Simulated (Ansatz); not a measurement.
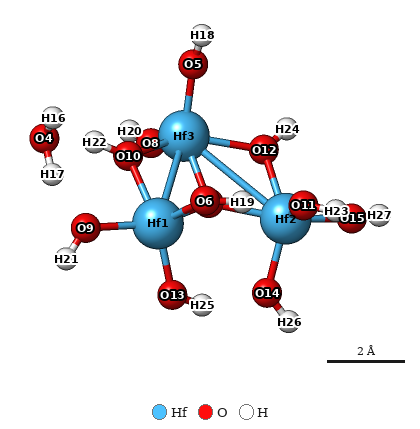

**Figure 1.** The structure as given in the input (ball-and-stick view, seen at a tilt; atoms are numbered from 1 in the order of the input). Sticks mark near contacts.

# Hf3H12O12: one change and its effect

System: Hf3H12O12, charge −1, multiplicity 2.
Method of run A: UKS PBE0-D4/def2-TZVP (Ansatz 0.2.0).

The geometry comes from this level: PBE-D4/def2-SVP. Text and figures count atoms from 1; the logs count them from 0 in places.

## Input, run A
```yaml
crystal:
  periodic: [false, false, false]
  atoms:
    - {symbol: Hf, position_ang: [-0.376749, 0.759374, -1.589382]}
    - {symbol: Hf, position_ang: [2.279801, 0.071040, 1.059690]}
    - {symbol: Hf, position_ang: [-1.096754, -0.678605, 1.435060]}
    - {symbol: O, position_ang: [-3.927326, -0.211009, -2.070574]}
    - {symbol: O, position_ang: [-1.588694, -2.561843, 1.495550]}
    - {symbol: O, position_ang: [0.686563, -0.660302, -2.422517]}
    - {symbol: O, position_ang: [0.349210, 0.335852, 0.358989]}
    - {symbol: O, position_ang: [-2.049068, 0.359762, 2.775184]}
    - {symbol: O, position_ang: [-1.894607, 1.263853, -2.879418]}
    - {symbol: O, position_ang: [-1.972861, -0.163110, -0.383756]}
    - {symbol: O, position_ang: [2.838737, -1.020465, -0.512313]}
    - {symbol: O, position_ang: [0.844070, -0.937533, 2.387777]}
    - {symbol: O, position_ang: [0.668047, 2.413533, -1.490837]}
    - {symbol: O, position_ang: [2.628054, 1.993691, 0.621384]}
    - {symbol: O, position_ang: [3.681992, -0.238237, 2.400086]}
    - {symbol: H, position_ang: [-3.839389, -1.017645, -2.611861]}
    - {symbol: H, position_ang: [-3.305383, 0.439816, -2.531241]}
    - {symbol: H, position_ang: [-1.620874, -3.485634, 1.217349]}
    - {symbol: H, position_ang: [1.540636, -0.913065, -1.995420]}
    - {symbol: H, position_ang: [-2.791819, 0.517147, 3.372517]}
    - {symbol: H, position_ang: [-1.987365, 2.093927, -3.376118]}
    - {symbol: H, position_ang: [-2.855834, -0.291293, -0.883501]}
    - {symbol: H, position_ang: [3.720383, -1.350627, -0.751129]}
    - {symbol: H, position_ang: [1.073507, -1.450020, 3.181136]}
    - {symbol: H, position_ang: [1.392813, 2.553555, -0.836008]}
    - {symbol: H, position_ang: [3.413259, 2.530667, 0.816148]}
    - {symbol: H, position_ang: [4.189643, -0.352828, 3.213195]}
basis:
  gaussian: {orbitals: def2-TZVP, fitting: {mean_field: def2-universal-jkfit}}
total_charge: -1
magnetization: {spin_polarized: true, initial_magnetization: 1}
hamiltonian: {xc: pbe0, dispersion: d4}
scf: {omitted_lower_state_checks: [starts]}
output: {orbitals: {seedname: orbitals}}
```

Command:
```bash
ansatz run in.yaml --threads 2 --pin off --events-out ev --progress --plain --max-ram 22528MiB --backend cuda --devices 0, --max-vram 18GiB
```

Hardware: 2 CPU threads, shared host.

## Output (run A)
```
Functional definition: PBE0
  parameter a = 0.25
  parameter kappa = 0.804
  parameter beta = 0.06672455060314922
  exchange = (1 - a)*pbe_x(kappa = kappa, mu = beta*pi^2/3) + a*exact_x
  correlation = pbe_c(beta = beta)
these checks for a lower state are left out or cut short: starts
1821 factors; integrals over basis functions are off by at most 8.8e-1 eV
mean field evaluation 1: about -28644.2532 eV, gradient 1.2e2 eV
mean field evaluation 2: about -28517.7296 eV, gradient 2.2e2 eV
mean field evaluation 4: about -28687.0700 eV, gradient 1.4e1 eV
mean field evaluation 8: about -28687.7482 eV, gradient 4.6e-1 eV
mean field evaluation 16: about -28687.7493 eV, gradient 8.8e-4 eV
mean field -28687.74927410 eV, -1054.2553405685 hartree, gradient 1.1e-5 eV, S^2 0.750594; 0 other end points of the search recorded, 0 dependent functions left out
reference -28687.74935587 eV, -1054.2553435732 hartree; 73, 72 occupied and 491, 492 virtual orbitals, 1821 factors
Total energy: -28688.42267330 eV, -1054.2800875324 hartree
Checks for a lower state left out: starts
```

For run B the input was changed thus:
```diff
-total_charge: -1
+total_charge: 1
```

How does run B compare with run A?

The total energies belong to different systems, so their difference says nothing on which is more stable or more accurate. The HOMO goes from 1.74 to −12.11 eV. The LUMO goes from 2.75 to −11.11 eV.

## Output (run B)
```
Functional definition: PBE0
  parameter a = 0.25
  parameter kappa = 0.804
  parameter beta = 0.06672455060314922
  exchange = (1 - a)*pbe_x(kappa = kappa, mu = beta*pi^2/3) + a*exact_x
  correlation = pbe_c(beta = beta)
these checks for a lower state are left out or cut short: starts
1821 factors; integrals over basis functions are off by at most 8.8e-1 eV
mean field evaluation 1: about -28613.8022 eV, gradient 1.4e2 eV
mean field evaluation 2: about -28308.9806 eV, gradient 2.9e2 eV
mean field evaluation 4: about -28670.3187 eV, gradient 4.7e1 eV
mean field evaluation 8: about -28678.4532 eV, gradient 9.1e0 eV
mean field evaluation 16: about -28678.8646 eV, gradient 4.3e-1 eV
mean field evaluation 32: about -28678.8734 eV, gradient 2.2e-5 eV
mean field -28678.87342473 eV, -1053.9291591201 hartree, gradient 4.5e-6 eV, S^2 0.767238; 0 other end points of the search recorded, 0 dependent functions left out
reference -28678.87348117 eV, -1053.9291611944 hartree; 72, 71 occupied and 492, 493 virtual orbitals, 1821 factors
Total energy: -28679.49495790 eV, -1053.9520000431 hartree
Checks for a lower state left out: starts
```

## The two runs side by side

| quantity | run A | run B |
| --- | --- | --- |
| outcome | converged | converged |
| total energy (hartree) | −1054.280088 | −1053.952000 |
| HOMO (eV) | 1.74 | −12.11 |
| LUMO (eV) | 2.75 | −11.11 |
| ⟨S²⟩ | 0.751 | 0.767 |
| basis functions | 564 | 564 |
| wall time (shared host) | 9 s | 11 s |

For run A: The highest filled orbital lies above zero: either the extra electron isn't bound at this level, or the self-interaction error of the functional lifts the level.
